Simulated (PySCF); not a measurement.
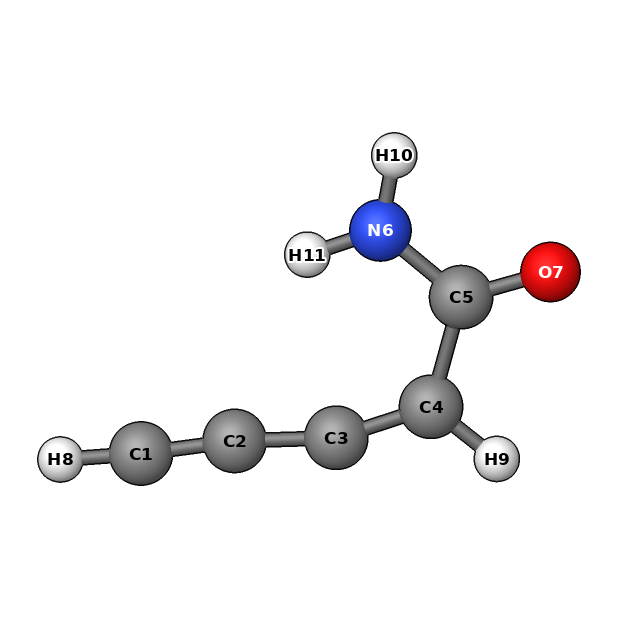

The questions are on Mulliken spin populations. Charge 0, doublet. Computed geometry: GFN2-xTB optimisation. No frequency run is at hand to confirm it as a minimum. Level of theory: UKS B3LYP, pcH-1 on C H N O, non-relativistic (PySCF 2.14.0).

Which atom carries the largest spin population?

Answer. C3 (0.72 e).

Which atom has the lowest spin population?

Answer. C2 (−0.27 e); a negative value comes from spin polarisation.

List the Mulliken spin populations.

```json
{"atom": "C1", "value (e)": "0.62"}
{"atom": "C2", "value (e)": "−0.27"}
{"atom": "C3", "value (e)": "0.72"}
{"atom": "C4", "value (e)": "−0.16"}
{"atom": "C5", "value (e)": "0.05"}
{"atom": "N6", "value (e)": "0.00"}
{"atom": "O7", "value (e)": "0.01"}
{"atom": "H8", "value (e)": "−0.03"}
{"atom": "H9", "value (e)": "0.05"}
{"atom": "H10", "value (e)": "0.00"}
{"atom": "H11", "value (e)": "0.00"}
```

Mulliken values depend strongly on the basis set.
